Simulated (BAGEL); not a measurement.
# Si2H3OF2 (SMILES F[Si](F)O[SiH3]): UHF/6-31G(d) (density fitting with qzvpp-jkfit, spherical functions)

Aim: the vertical doublet–quartet gap of Si2H3OF2 at UHF/6-31G* (density fitting with qzvpp-jkfit, spherical functions), from 2 runs. 

Program for the calculation: BAGEL 1.2.2.

8 further runs of the same task are left out: 7 that didn't finish, 1 set aside as unsound or not needed. Runs told in other sessions of the task aren't counted.

## (1) The system as given

Si2H3OF2: 8 atoms, total charge 0, spin state doublet. As SMILES, `F[Si](F)O[SiH3]`. The shape is that of a PBE0-D4/def2-TZVP optimisation. This is one conformer, not always the lowest.

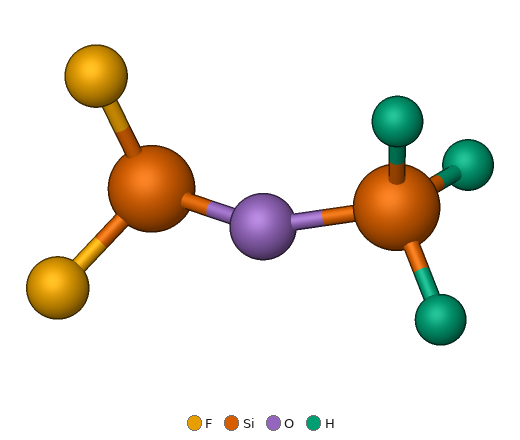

The structure, seen from a chosen angle (fluorine amber, silicon orange, oxygen purple, hydrogen teal).

## (2) The energy at UHF/6-31G(d) (density fitting with qzvpp-jkfit, spherical functions)

The input, calc.json:

```json
{ "bagel": [

{
  "title": "molecule",
  "basis": "6-31gs.json",
  "df_basis": "qzvpp-jkfit",
  "angstrom": "true",
  "geometry": [
    { "atom": "F", "xyz": [       0.224200,      -2.121800,       1.524700 ] },
    { "atom": "Si", "xyz": [      -0.441900,      -1.746500,       0.130600 ] },
    { "atom": "F", "xyz": [       0.109000,      -2.787900,      -0.932500 ] },
    { "atom": "O", "xyz": [       0.028200,      -0.276100,      -0.316200 ] },
    { "atom": "Si", "xyz": [       0.039600,       1.361700,      -0.147900 ] },
    { "atom": "H", "xyz": [      -1.326000,       1.832700,       0.191200 ] },
    { "atom": "H", "xyz": [       0.474900,       1.945300,      -1.437300 ] },
    { "atom": "H", "xyz": [       0.984100,       1.735600,       0.931700 ] }
  ]
},

{ "title": "uhf", "nopen": 1 },

{ "title": "print", "file": "orbitals.molden", "orbitals": "true" }

]}
```

The basis set 6-31G* is read from a file made from the Basis Set Exchange's data (not shown).

On the command line:

```bash
$ BAGEL_NUM_THREADS=1 BAGEL calc.json > calc.out
```

What it wrote:

```text
* using 1 threads per process

  ===============================================================
  ===============================================================

  *** Geometry ***

  { "atom" : "F", "xyz" : [      0.423677,     -4.009621,      2.881265 ] },
  { "atom" : "Si", "xyz" : [     -0.835070,     -3.300407,      0.246798 ] },
  { "atom" : "F", "xyz" : [      0.205980,     -5.268367,     -1.762170 ] },
  { "atom" : "O", "xyz" : [      0.053290,     -0.521753,     -0.597531 ] },
  { "atom" : "Si", "xyz" : [      0.074833,      2.573240,     -0.279490 ] },
  { "atom" : "H", "xyz" : [     -2.505777,      3.463301,      0.361316 ] },
  { "atom" : "H", "xyz" : [      0.897431,      3.676084,     -2.716103 ] },
  { "atom" : "H", "xyz" : [      1.859679,      3.279809,      1.760658 ] },

  Number of auxiliary basis functions:      541

  Since a DF basis is specified, we compute 2- and 3-index integrals:
    o Being stored without compression. Storage requirement is 0.031 GB

  Number of basis functions:       84
  Number of electrons      :       57

    * METHOD: MOLECULE                             0.24

  *** Open-shell HF ***

  === Nuclear Repulsion ===
   301.3145912380

      * DIIS with orbital gradients will be used.

  === UHF iteration (6-31gs.json) ===
      0       -853.14989881          0.04728186           0.14
      1       -853.36400691          0.03153537           0.13
      2       -853.44085672          0.01948451           0.13
      3       -853.48890785          0.00093065           0.13
      4       -853.48937297          0.00048244           0.13
      5       -853.48945237          0.00009241           0.13
      6       -853.48946458          0.00003318           0.13
      7       -853.48946694          0.00001003           0.13
      8       -853.48946725          0.00000341           0.13
      9       -853.48946729          0.00000124           0.13
     10       -853.48946730          0.00000046           0.14
     11       -853.48946730          0.00000020           0.13
     12       -853.48946730          0.00000007           0.13
     13       -853.48946730          0.00000003           0.13
     14       -853.48946730          0.00000002           0.13
     15       -853.48946730          0.00000001           0.13
    * SCF iteration converged.

    * S^2 (UHF) is 0.7522

    * Permanent dipole moment:
           (    0.557516,    -0.751883,    -0.010628) a.u.

    * METHOD: UHF                                  2.25

    * METHOD: PRINT                                0.01

  ===============================================================
```

It took 2.7 s on 1 thread of AMD EPYC 9R45 (Zen 5), shared host; peak memory 0.14 GiB.

## (3) The quartet

The input, job.json:

```json
{ "bagel": [

{
  "title": "molecule",
  "basis": "6-31gs.json",
  "df_basis": "qzvpp-jkfit",
  "angstrom": true,
  "geometry": [
    { "atom": "F", "xyz": [    0.224200,   -2.121800,    1.524700 ] },
    { "atom": "Si", "xyz": [   -0.441900,   -1.746500,    0.130600 ] },
    { "atom": "F", "xyz": [    0.109000,   -2.787900,   -0.932500 ] },
    { "atom": "O", "xyz": [    0.028200,   -0.276100,   -0.316200 ] },
    { "atom": "Si", "xyz": [    0.039600,    1.361700,   -0.147900 ] },
    { "atom": "H", "xyz": [   -1.326000,    1.832700,    0.191200 ] },
    { "atom": "H", "xyz": [    0.474900,    1.945300,   -1.437300 ] },
    { "atom": "H", "xyz": [    0.984100,    1.735600,    0.931700 ] }
  ]
},
{
  "title": "uhf",
  "nopen": 3
},
{
  "title": "print",
  "file": "orbitals.molden",
  "orbitals": true
}

]}
```

The basis set 6-31G* is read from a file made from the Basis Set Exchange's data (not shown).

On the command line:

```bash
$ BAGEL_NUM_THREADS=1 BAGEL job.json > job.out
```

What it wrote:

```text
* using 1 threads per process

  ===============================================================
  ===============================================================

  *** Geometry ***

  { "atom" : "F", "xyz" : [      0.423677,     -4.009621,      2.881265 ] },
  { "atom" : "Si", "xyz" : [     -0.835070,     -3.300407,      0.246798 ] },
  { "atom" : "F", "xyz" : [      0.205980,     -5.268367,     -1.762170 ] },
  { "atom" : "O", "xyz" : [      0.053290,     -0.521753,     -0.597531 ] },
  { "atom" : "Si", "xyz" : [      0.074833,      2.573240,     -0.279490 ] },
  { "atom" : "H", "xyz" : [     -2.505777,      3.463301,      0.361316 ] },
  { "atom" : "H", "xyz" : [      0.897431,      3.676084,     -2.716103 ] },
  { "atom" : "H", "xyz" : [      1.859679,      3.279809,      1.760658 ] },

  Number of auxiliary basis functions:      541

  Since a DF basis is specified, we compute 2- and 3-index integrals:
    o Being stored without compression. Storage requirement is 0.031 GB

  Number of basis functions:       84
  Number of electrons      :       57

    * METHOD: MOLECULE                             0.23

  *** Open-shell HF ***

  === Nuclear Repulsion ===
   301.3145912380

      * DIIS with orbital gradients will be used.

  === UHF iteration (6-31gs.json) ===
      0       -852.77794957          0.04765284           0.13
      1       -852.98366591          0.03641090           0.13
      2       -853.07387392          0.02555902           0.13
      3       -853.16343604          0.00197364           0.13
      4       -853.16543454          0.00104448           0.13
      5       -853.16675086          0.00063526           0.13
      6       -853.16758852          0.00047331           0.13
      7       -853.16823390          0.00033178           0.13
      8       -853.16860781          0.00026166           0.13
      9       -853.16886839          0.00022973           0.13
[... 37 lines of this table left out ...]
     47       -853.17003808          0.00000002           0.13
     48       -853.17003808          0.00000001           0.13
     49       -853.17003808          0.00000001           0.13
     50       -853.17003808          0.00000001           0.13
    * SCF iteration converged.

    * S^2 (UHF) is 3.7686

    * Permanent dipole moment:
           (   -0.017779,    -0.196339,    -0.469520) a.u.

    * METHOD: UHF                                  6.76

    * METHOD: PRINT                                0.01

  ===============================================================
```

Wall time 7.2 s (1 thread of AMD EPYC 9R45 (Zen 5), shared host); peak memory 0.14 GiB.

## (4) Summary of results

At UHF/6-31G* (density fitting with qzvpp-jkfit, spherical functions):

| quantity | value |
| --- | --- |
| doublet: total energy | -853.48947 Eh |
| doublet: dipole moment | 2.38 D |
| doublet: ⟨S²⟩ | 0.752 |
| quartet: total energy | -853.17004 Eh |
| quartet: dipole moment | 1.29 D |
| quartet: ⟨S²⟩ | 3.769 |
| vertical energy of the quartet above the doublet | 8.692 eV |

**Reading.** At this shape the quartet lies 8.69 eV (839 kJ/mol) above the doublet.
